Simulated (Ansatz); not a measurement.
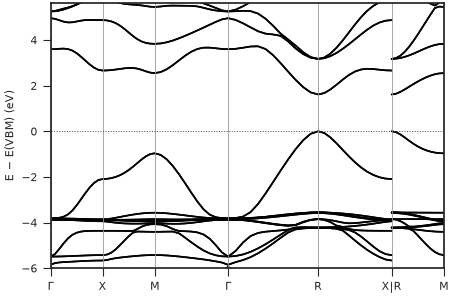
Fig. 1. Band structure from the program Ansatz at the PBEsol with spin–orbit coupling level (PAW)

**Question.** Read off the gap and where the band edges lie.

**Answer.** About 1.6 eV (1.61 eV by a search for the band edges); maximum at R, minimum at R.

The material is RbPbF3 (cubic perovskite, space group No. 221).

Space group Pm-3m (cubic perovskite). The workflow started from a Materials Project entry (that database holds measured and hypothetical structures alike); the Crystallography Open Database copy checked does not list it. Its standing as an ambient phase is unchecked. The PBEsol relaxation kept the symmetry of its start; whether a distortion lowers the energy is not shown.

Potentials: the later of the program's two PAW sets.
